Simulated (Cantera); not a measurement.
A closed system holds: 1 mol TiC, 5.2 mol H2, equilibrated at 1.20 mbar.

Equilibrium computed with Cantera from the NASA thermochemical tables; the gas is ideal and each condensed phase is pure. Candidate condensed phases: C, C6H6, C7H8, C8H18, Ti, TiC; 89 gas species. Ions and electrons are included (thermal ionisation). Equilibrium is a limit: real reactors are often held back by kinetics, nucleation or transport.

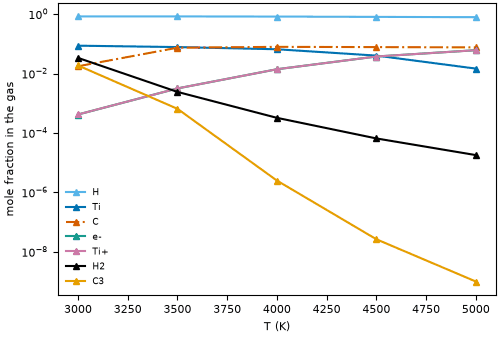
Figure: Equilibrium gas composition (values under 1e-9 drawn at 1e-9)

Question: Read off the mole fractions at 3000 K.

Answer: H about 0.84, Ti about 0.087, H2 about 0.034, C3 about 0.019, C about 0.018, Ti+ about 0.00042, e- about 0.00042.
